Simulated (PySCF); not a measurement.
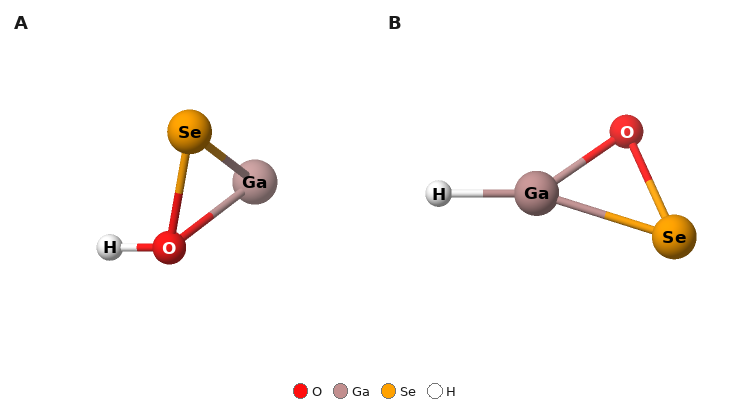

2 stationary structures of one formula. Geometries: PBE-D4/def2-SVP. Electronic energies: PBE-D4/def2-SVP (PySCF 2.14.0), without zero-point energy. No frequency run is at hand to confirm each as a minimum.

Question: Rank them by energy, lowest first.

Answer: A is lowest (C1); B lies 107.3 kJ/mol above it (Cs).
